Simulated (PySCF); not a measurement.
Scan of CF2, singlet: map of symmetric stretch and bend. Scanned: C-F bond length and F-C-F angle.

Computed with RHF/cc-pVDZ run with PySCF.

Energy in kJ/mol above the lowest grid point; x is the C-F bond length (Å), y the F-C-F angle (°).

```
y \ x     1.10   1.17   1.24   1.30   1.36   1.43   1.50   1.56   1.62   1.69   1.76
------  ------  -----  -----  -----  -----  -----  -----  -----  -----  -----  -----
180     1111.7  881.0  774.4  749.2  741.0  691.1  674.4  681.5  704.0  745.2  797.7
171.36  1035.8  818.3  716.6  689.9  676.2  648.9  644.6  658.3  685.2  729.8  784.5
162.73   871.3  672.5  578.4  549.3  544.5  552.4  572.7  600.7  637.9  690.8  751.4
154.09   707.1  520.1  435.4  413.9  420.3  447.6  487.8  530.0  578.3  641.1  708.9
145.45   563.1  384.5  308.4  294.9  310.7  351.3  405.7  459.2  517.3  589.3  664.5
136.82   444.0  270.3  200.6  193.4  216.6  267.2  332.2  394.5  460.6  540.7  622.4
128.18   352.7  180.1  113.5  110.4  138.8  196.5  269.4  338.6  411.1  497.8  585.2
119.55   293.9  117.4   50.0   48.0   79.0  141.1  219.4  293.5  370.9  462.8  554.7
110.91   275.4   87.5   13.9    9.3   39.7  102.9  183.8  260.9  341.4  437.0  532.2
102.27   311.5  100.7   12.5    0.0   25.4   85.7  165.8  243.2  324.8  422.2  519.3
93.64    427.0  176.0   59.8   30.6   44.3   95.5  169.9  244.5  324.4  420.8  517.8
85       667.1  348.8  183.3  122.9  113.3  144.9  205.8  272.2  346.2  437.8  531.4
```

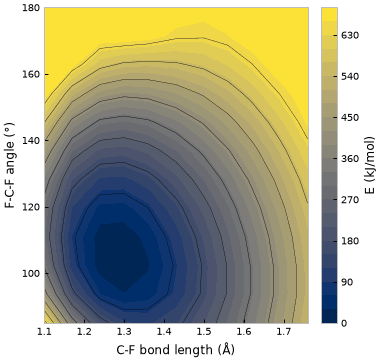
Energy surface, cut off at 687 kJ/mol.

Points that lie below all their neighbours on the grid: x = 1.30, y = 102.27 (0.0 kJ/mol).
